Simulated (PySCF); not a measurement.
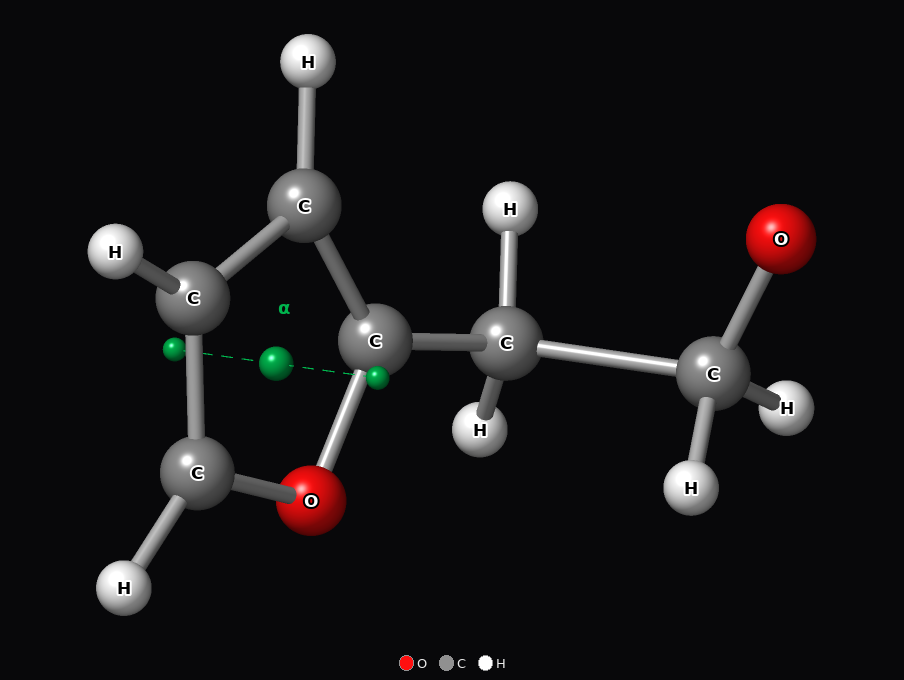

The small points mark where nucleus-independent chemical shifts (NICS) were computed: at the centre of each lettered ring and 1 Å above and below it. Charge −1, singlet. Geometry: a frame of a GFN2-xTB molecular-dynamics simulation, not a minimum. Properties computed with GIAO PBE0/pcSseg-1 NMR shielding, non-relativistic, gas phase (PySCF 2.14.0).

Give NICS(0), NICS(1) and the out-of-plane component NICS(1)zz for each ring (means of the two sides).

```
ring  members  NICS(0)  NICS(1)  NICS(1)zz
   α      C4O    −11.2     −9.2      −23.2
```

Values in ppm.

What do the values say about the ring currents?

Ring α: diatropic, as in an aromatic ring. NICS is one index among several.
